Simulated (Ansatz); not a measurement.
## A van 't Hoff estimate for C2H3Cl2Ga + H2 ⇌ C2H4ClGa + HCl

Species: C2H3Cl2Ga `C=[CH][Ga]([Cl])[Cl]`, singlet; H2 (hydrogen), singlet; C2H4ClGa `C=[CH][GaH][Cl]`, singlet; HCl, singlet. The partners trade Cl for H: Ga–Cl and H–H bonds give way to Ga–H and H–Cl.

The electronic reaction energy at CCSD(T)/def2-TZVPP is +101.8 kJ/mol. Shapes: PBE0-D4/def2-TZVP. Flexible molecules stand in one conformer, not always the lowest. Programs: Ansatz 0.2.0. Enthalpy and entropy come from rigid-rotor, harmonic-oscillator sums on unscaled PBE0-D4/def2-TZVP wavenumbers, ideal gases at 1 bar. Symmetry numbers: C2H3Cl2Ga 1, H2 2, C2H4ClGa 1, HCl 1. R = 8.3145 J/(mol K).

| T (K) | ΔH (kJ/mol) | ΔS (J/(mol K)) |
| --- | --- | --- |
| 800 | +99.9 | +14.4 |
| 1100 | ? | ? |
| 1400 | +98.5 | +13.0 |

**Question.** Work out ln K at 800 and 1400 K, and from these estimate it at 1100 K.

**Answer.** 
1. 800 K: ΔG = +99.9 − 800 × (+14.4)/1000 = +88.4 kJ/mol; ln K = −ΔG/RT = -13.29.
2. 1400 K: ΔG = +98.5 − 1400 × (+13.0)/1000 = +80.3 kJ/mol; ln K = −ΔG/RT = -6.90.
3. Slope against 1000/T: (-6.90 − (-13.29))/(0.7143 − 1.2500) = -11.93, that is −ΔH/R with ΔH near +99 kJ/mol.
4. 1100 K: ln K = -13.29 + (-11.93) × (0.9091 − 1.2500) = -9.22.

The full sums give ΔH = +98.9 kJ/mol, ΔS = +13.3 J/(mol K), ΔG = +84.3 kJ/mol and ln K = -9.22 at 1100 K, so the line is off by 0.00 in ln K; without rounding the miss is -0.01, from the change of ΔH with temperature. The reactants are favoured over this whole range. An error of 10 kJ/mol in the energy moves ln K by 1.1 at 1100 K. Soft modes are treated as harmonic, which can err either way at these temperatures; the lowest are those of C2H3Cl2Ga (71 cm⁻¹), C2H4ClGa (72 cm⁻¹). Other conformers aren't counted. Relativity is left out for Ga. Outer-core shells of Ga are correlated, in sets that cover them unevenly.

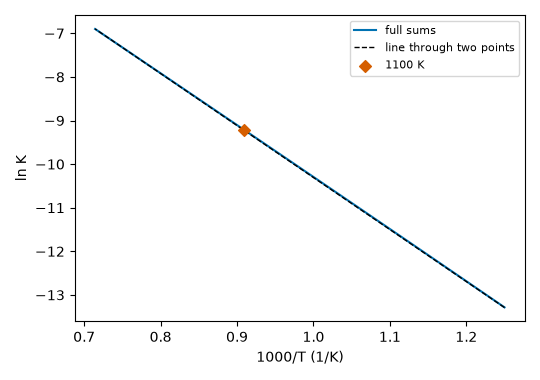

The van 't Hoff plot.
